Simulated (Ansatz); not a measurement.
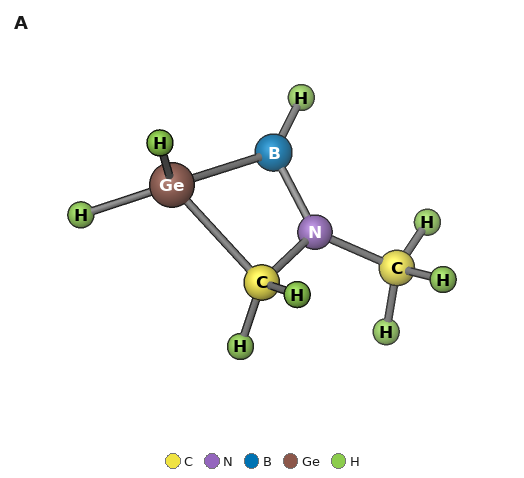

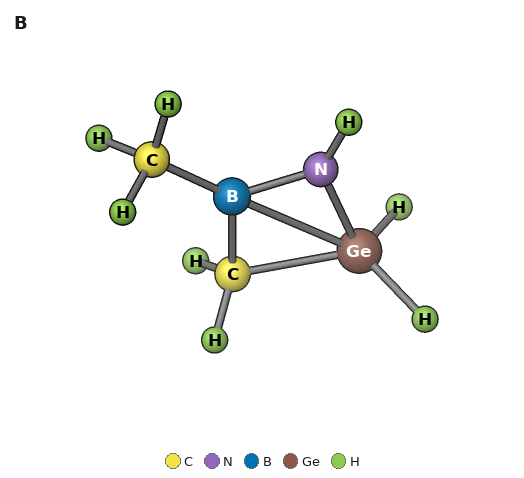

2 stationary structures of one formula. Geometries: PBE-D4/def2-SVP. Electronic energies: PBE-D4/def2-SVP (Ansatz 0.2.0), without zero-point energy. No frequency run is at hand to confirm each as a minimum. Each is one conformer, not always the lowest.

Which is lowest in energy, and by how much?

B is lowest; A lies 1.412 eV above it.
